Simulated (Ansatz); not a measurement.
# C2F4: the cost of one run

Computed with Ansatz 0.2.0 (the levels named in each step, unless a step's input says otherwise).

## (1) The system as given

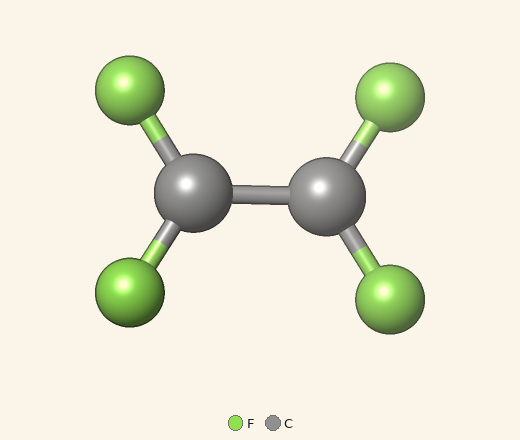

The starting structure, seen from a chosen angle (fluorine green, carbon grey).

Structure file:

```xyz
6

F    -1.6006    0.7105   -0.1535
C    -0.6896   -0.1657    0.0125
F    -1.0969   -1.3587    0.2025
C     0.6896    0.1658   -0.0125
F     1.6006   -0.7107    0.1523
F     1.0968    1.3589   -0.2014
```

## (2) A rough first relaxation, PBE-D4/def2-SVP

This run stands in another session on the same molecule. It ended at:

```xyz
6

F    -1.5834    0.7299   -0.1558
C    -0.6959   -0.1672    0.0126
F    -1.0727   -1.3681    0.2040
C     0.6959    0.1673   -0.0126
F     1.5834   -0.7299    0.1558
F     1.0726    1.3682   -0.2040
```

## (3) Relaxation, r2SCAN-D4/def2-TZVPP

Input file input.yaml:

```yaml
crystal:
  periodic: [false, false, false]
  atoms:
    - { symbol: F, position_ang: [-1.58337564, 0.72991614, -0.15577471] }
    - { symbol: C, position_ang: [-0.69592005, -0.16721015, 0.01264795] }
    - { symbol: F, position_ang: [-1.07265159, -1.36813804, 0.20402994] }
    - { symbol: C, position_ang: [0.69590586, 0.16725772, -0.01264584] }
    - { symbol: F, position_ang: [1.58335762, -0.72987817, 0.15575172] }
    - { symbol: F, position_ang: [1.07264379, 1.36818249, -0.20402906] }
magnetization:
  spin_polarized: true
  initial_magnetization: 1
total_charge: 1
basis:
  gaussian: { orbitals: def2-TZVPP }
hamiltonian:
  xc: r2scan
  dispersion: d4
relax:
  f_tol: 0.002
  max_steps: 150
```

The run is started by

```console
$ ansatz run input.yaml --threads 4 --pin off --max-ram 10240MiB --backend cpu --events-out ev --progress --plain --runs-dir out
```

**Question.** How long does this run take on 4 threads of AMD EPYC 7R43 (Zen 3), shared host, and how much memory does it need?

About 26 s, with a peak of 0.45 GiB.
